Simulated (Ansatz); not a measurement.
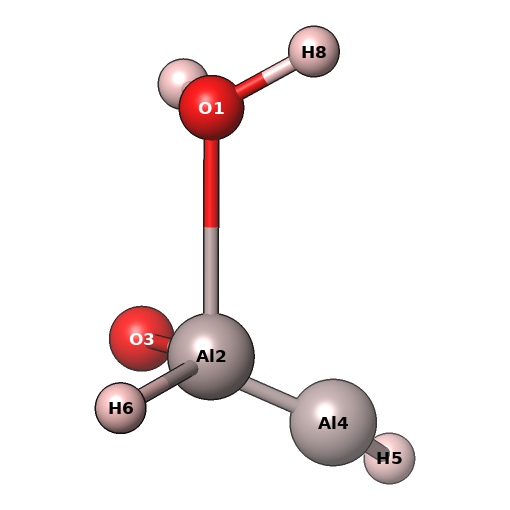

O3 lies behind Al2. The molecule seen a little off the Al2–O3 bond, Al2 in front. Distant atoms are faded towards the background colour. Computed geometry: PBE0-D4/def2-TZVP optimisation. No frequency run is at hand to confirm it as a minimum.

### What is the torsion angle O1–Al2–O3–Al4? The sign is positive where the front bond must turn clockwise to cover the back bond.

114°, anticlinal.
